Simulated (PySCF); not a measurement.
Vertical excitations of a molecule CH10N2Si3 from PySCF with TDA-PBE/def2-SVPD, as energy in eV (oscillator strength): 5.19 (0.022), 5.48 (0.003), 5.58 (0.009), 5.59 (0.021), 5.93 (0.019), 5.99 (0.003). Lowest triplet (TDA): 4.89 eV. Geometry optimised at PBE0-D3(BJ)/def2-SVP. The values are those of a single conformer.

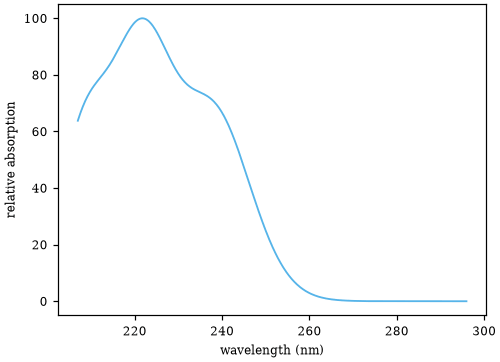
Figure: The lines broadened by 0.4 eV.

Question: Which structure fits?
(A) [SiH3]/N=C\[SiH2]N[SiH3]
(B) C1[SiH2]N[SiH2]N[SiH2]1
(C) C1N[SiH2]N[SiH2][SiH2]1
(D) N[Si@@H]1N[SiH2]C[SiH2]1

Answer: D, N[Si@@H]1N[SiH2]C[SiH2]1
